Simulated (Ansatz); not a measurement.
Ligand exchange: C2HF + C3H9AlS → C2H2S + C3H8AlF

Gas-phase species: C2HF (fluoroacetylene) `C#CF`, singlet; C3H9AlS `C[CH2][Al]([CH3])[SH]`, singlet; C2H2S (ethynethiol) `C#CS`, singlet; C3H8AlF `C[CH2][Al]([CH3])[F]`, singlet. The partners trade F for SH: C–F and Al–SH bonds give way to C–SH and Al–F.

Shapes, held fixed at every level: PBE0-D4/def2-TZVP. Flexible molecules stand in one conformer, not always the lowest. Programs: Ansatz 0.2.0. Electronic energies: no zero-point or thermal term.

```csv
level,kind,ΔE (kJ/mol),less CCSD(T)/CBS estimate
SPW92/def2-TZVPP,LDA,-147.1,+23.1
PBE0-D4/def2-TZVPP,global hybrid,-153.6,+16.6
B2PLYP/def2-TZVPP,double hybrid,-172.3,-2.1
CCSD(T)/def2-SVP,coupled cluster or CI,-154.1,+16.1
CCSD(T)/def2-TZVPP,coupled cluster or CI,-166.0,+4.2
CCSD/def2-TZVPP,coupled cluster or CI,-166.7,+3.5
CCSD(T)/CBS estimate,coupled cluster or CI,-170.2,0.0
```

The highest level, CCSD(T)/CBS estimate, gives ΔE = -170.2 kJ/mol; the levels span -172.3 to -147.1. The column of differences is taken from that level and isn't an error. No measured value is set beside it here. The CBS estimate extrapolates MP2 from def2-TZVPP and def2-QZVPP and adds CCSD(T) − MP2 in the triple-zeta set, cores frozen.

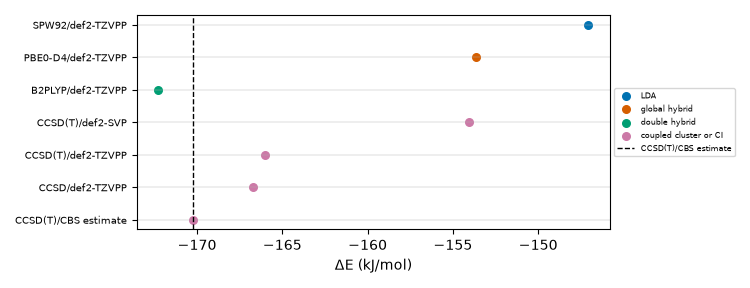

The values of the table, level by level.
